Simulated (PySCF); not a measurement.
C4H14GeO2Si, SMILES C[Si](O)(O)[Ge]([CH3])([CH3])[CH3] at its GFN2-xTB optimised geometry (Å):

```
22

Si    -0.7643    -1.0627     0.0000
C     -1.1738    -1.9944    -1.6003
O      0.8723    -1.0627     0.0000
O     -1.3490     0.4662     0.0000
Ge    -1.7131    -1.8752     1.9854
C     -1.5928    -3.8560     2.1281
C     -3.6322    -1.3941     2.1498
C     -0.7784    -1.1312     3.5831
H     -0.6377    -1.5748    -2.4456
H     -2.2364    -1.9478    -1.8165
H     -0.8950    -3.0392    -1.5219
H      1.3490    -0.7199     0.7514
H     -1.1532     1.0627    -0.7197
H     -2.1417    -4.3397     1.3250
H     -2.0090    -4.1992     3.0709
H     -0.5609    -4.1918     2.0759
H     -3.7637    -0.3187     2.0802
H     -4.2184    -1.8549     1.3596
H     -4.0338    -1.7252     3.1039
H      0.2583    -1.4565     3.6245
H     -1.2663    -1.4581     4.4975
H     -0.7915    -0.0447     3.5664
```

Calculation: PBE0/def2-SVP (PySCF).

Map of the HOMO amplitude (bohr^(-3/2)) on the plane z = 0.8 Å; orbital energy -6.98 eV, overall sign arbitrary:

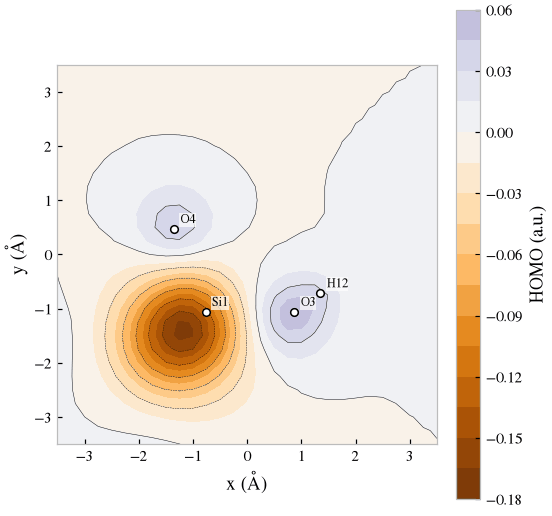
Fig. 1. HOMO amplitude (bohr^(-3/2)) on the plane z = 0.8 Å.
